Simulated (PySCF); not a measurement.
SMILES C(F)(F)(F)c1ccc(cc1)[SiH3], singlet at its GFN2-xTB optimised geometry (Å):

```
18

F     -0.9709    -3.6135     0.6006
C     -1.6257    -2.6239    -0.0278
F     -2.8381    -2.5486     0.5436
F     -1.8358    -3.0605    -1.2880
C     -0.8821    -1.3210     0.0000
C     -1.5847    -0.1232    -0.0108
C     -0.8874     1.0699    -0.0107
C      0.5044     1.0982    -0.0038
Si     1.4275     2.7508    -0.0126
C      1.1837    -0.1159     0.0000
C      0.5061    -1.3210     0.0000
H     -2.6643    -0.1319    -0.0128
H     -1.4368     1.9999    -0.0147
H      2.8381     2.4951     0.2762
H      1.2736     3.3605    -1.3350
H      0.8360     3.6135     1.0112
H      2.2636    -0.1208     0.0042
H      1.0442    -2.2570     0.0064
```

Computed with PBE/def2-SVP (PySCF). Cells within 0.4 Å of a nucleus heavier than hydrogen are left out (blank, or x).

Map of the log10 of the electron density (e/bohr³), floored at −4 on the plane z = 0.0 Å:

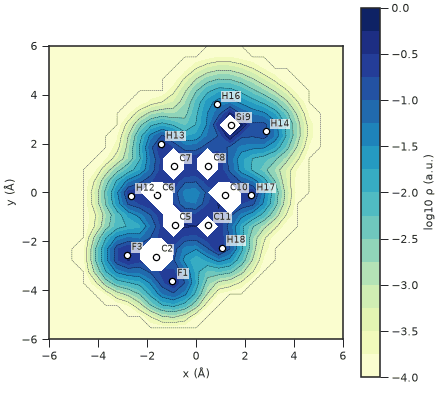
Log10 of the electron density (e/bohr³), floored at −4 on the plane z = 0.0 Å.
